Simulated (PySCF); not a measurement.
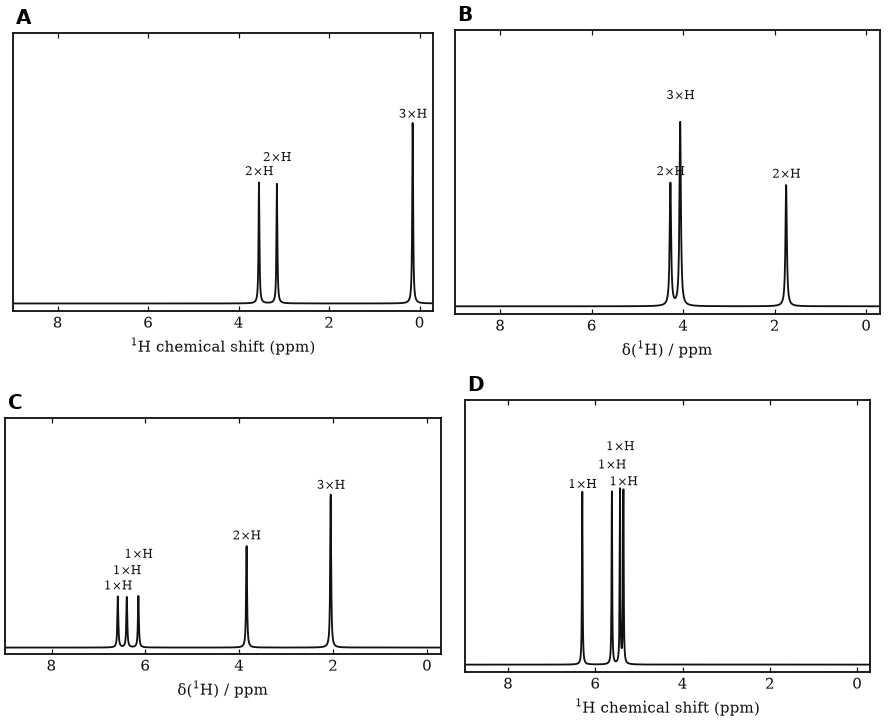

GIAO shifts, HF/pcSseg-2, PySCF 2.14.0, at a PBE0-D3(BJ)/def2-SVP geometry (no frequency check), against TMS for ¹H computed at the same level. Gas phase, fully decoupled, line heights follow the number of nuclei, widths are arbitrary (no quadrupolar broadening); values of one conformer, averaged over methyl-type rotors and exact or near symmetry; other conformers aren't averaged in. Protons on N, O or S are those of the isolated molecule, without hydrogen bonds to neighbours or exchange.

Question: Assign the panels.
1. CH₇BO₂Si, SMILES C[SiH2]B(O)O
2. C₂H₈AlN, SMILES C=[CH][AlH2-][NH3+], singlet
3. CH₇BFP, SMILES FC[BH2-][PH3+]
4. C₃H₄Cl₂, SMILES C=CC(Cl)Cl

Answer: A: 1 (3.55 (2 H), 3.16 (2 H), 0.16 (3 H) ppm)
B: 3 (4.28 (2 H), 4.07 (3 H), 1.75 (2 H) ppm)
C: 2 (6.59 (1 H), 6.40 (1 H), 6.15 (1 H), 3.85 (2 H), 2.05 (3 H) ppm)
D: 4 (6.30 (1 H), 5.62 (1 H), 5.44 (1 H), 5.36 (1 H) ppm)
